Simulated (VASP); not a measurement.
Band structure of Sb (space group I4/mmm). Computed with r2SCAN+rVV10, VASP's PBE PAW potentials (set 64) (plane waves; VASP).

Unless said otherwise, spin-orbit coupling is left out, though it shifts the bands of the heavy elements here.

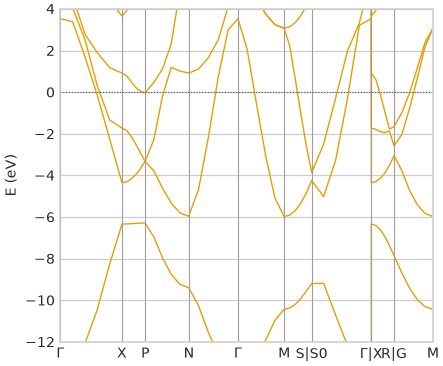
*Bands along high-symmetry lines, zero at the valence-band maximum or, without a gap, the Fermi level*

Question: Read the plot: is there a gap, and where are the band edges?

Answer: It has no gap at this level: it comes out as a metal or semimetal.

The structure comes from a measured Sb entry (I4/mmm) of the Crystallography Open Database, whose conditions weren't checked. It was relaxed first, which changed the volume by +24 %.
